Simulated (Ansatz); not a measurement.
**GaCl (SMILES [Cl][Ga]): methods side by side**

The species is GaCl (2 atoms), meant as a singlet with charge 0. As SMILES, `[Cl][Ga]`. The shape is that of a PBE0-D4/def2-TZVP optimisation.

```xyz
2

Cl    0.0000    0.0000   -0.0236
Ga    0.0000    0.0000    2.1922
```

Quantity: the energy change with the Cl1–Ga2 bond stretched from 2.216 to 5.539 Å, in eV. The values are calculated.

```tsv
level	kind	program	value (eV)	CPU time (all runs)
HF/STO-3G (restricted)	Hartree–Fock	Ansatz	7.11	1.3 s
SVWN5/STO-3G (restricted)	LDA	Ansatz	5.81	25 s
BLYP/STO-3G (restricted)	GGA	Ansatz	5.26	61 s
B3LYP/STO-3G (restricted)	global hybrid	Ansatz	5.89	37 s
PBE0/STO-3G (restricted)	global hybrid	Ansatz	6.13	80 s
CAM-B3LYP/STO-3G (restricted)	range-separated hybrid	Ansatz	6.62	32 s
MP2/STO-3G (restricted)	perturbation theory	Ansatz	6.32	2.9 s
```

All-electron rows without a relativistic Hamiltonian named are non-relativistic. The first shape isn't each level's own minimum. The values span 5.26 to 7.11 eV. All rows use very small basis sets, so even the best lies far from the true value. In the correlated wave-function rows the outer d shell of Ga is correlated, in sets not made for it. Times are those of the runs behind each value, whatever else they computed, on shared processors of several kinds: orders of magnitude only.

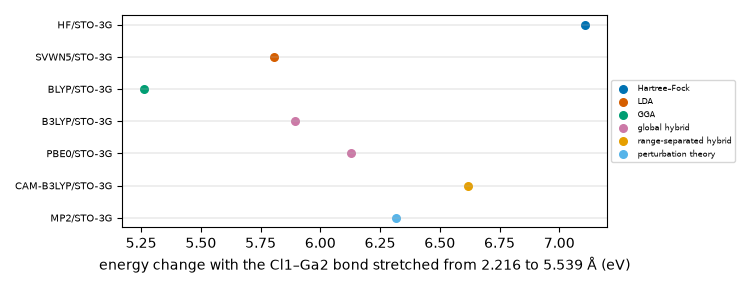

The values of the table, level by level.
